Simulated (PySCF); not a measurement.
**CH11NSi3: density, localisation and related maps**

```xyz
16

C    -0.8847    2.1049   -0.5526
N     0.2455    1.2394   -0.3235
Si    0.1531   -0.2148    0.6100
Si   -1.5773   -1.4712   -0.2896
Si    2.2908   -1.0921    0.5487
H    -1.0584    2.7986    0.2788
H    -1.7774    1.4937   -0.6751
H    -0.7371    2.6901   -1.4630
H     1.1043    1.7686   -0.2949
H    -0.1987    0.0906    2.0291
H    -1.7243   -1.3315   -1.7421
H    -1.3646   -2.8999   -0.0360
H    -2.9046   -1.1607    0.2589
H     2.3318   -2.3286    1.3324
H     2.7501   -1.4437   -0.7976
H     3.3441   -0.2344    1.1050
```

Geometry: GFN2-xTB.

Method: PBE0/pcSseg-1, SCF density, gas phase, non-relativistic (PySCF).

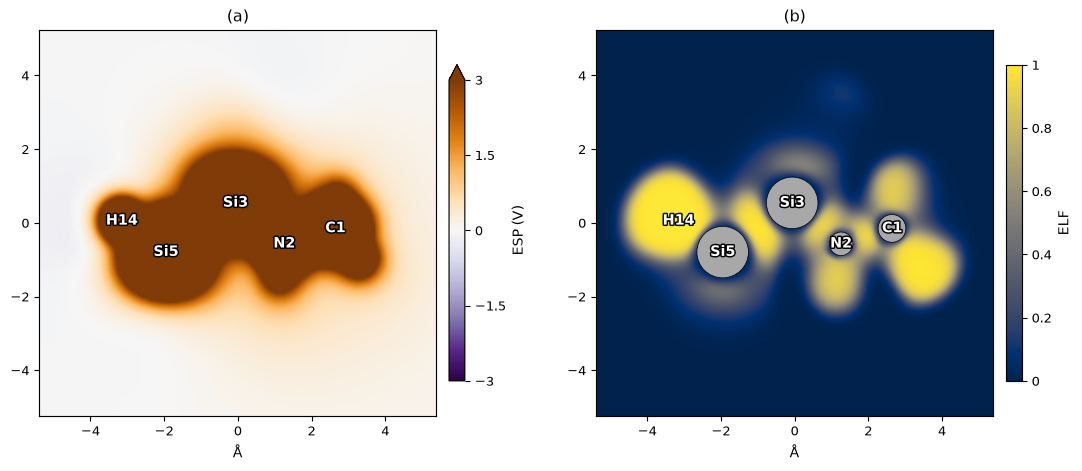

Figure 1. (a) molecular electrostatic potential; (b) electron localisation function on the plane of atoms Si3, Si5 and H14. Grey discs cover the atomic cores in the ELF map.

What do the fields say about this system?

Answer. The section cuts through C, N, Si and H sites. C–N (1.44 Å): the ELF peaks at about 0.90 between the atoms; localised, covalent bonding. Si–N (1.73 Å): the ELF peaks at about 0.90 between the atoms, as expected for a polar covalent bond. Si–Si (2.31 Å): the ELF peaks at about 1 between the atoms: localised, covalent bonding. Si–H (1.46 Å): the ELF climbs to about 1 towards the hydrogen, as it does in any bond to H. The potential has no marked negative region in this plane.

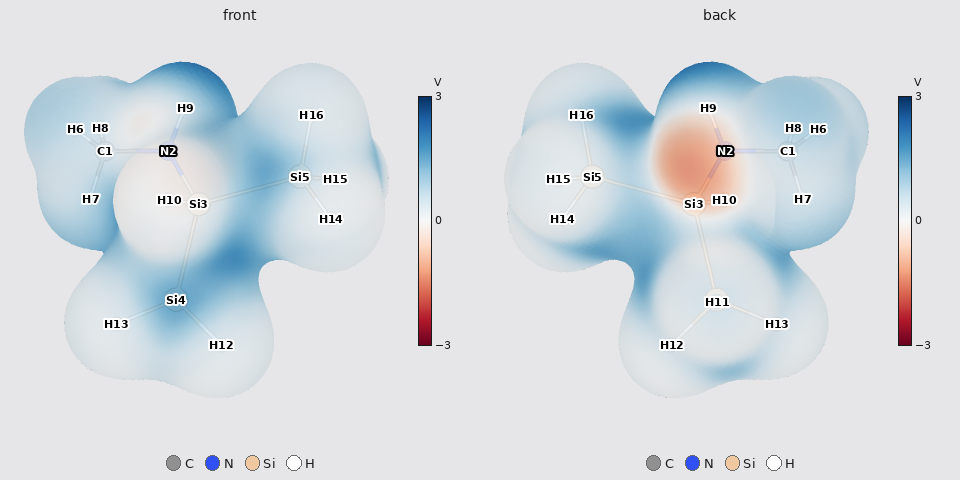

Figure 2. The molecular electrostatic potential painted on the density surface at 0.004 e/bohr³, seen from the front and from behind; the colour scale runs from red (negative) to blue (positive).

Where is the surface potential most negative and most positive?

Answer. The most negative region (about −1.3 V) lies over N2, the most positive (about +2.1 V) over H9. N2 is the likeliest acceptor of a hydrogen bond.

How polar is the molecule by this calculation?

Answer. Its dipole moment is 1.48 D.
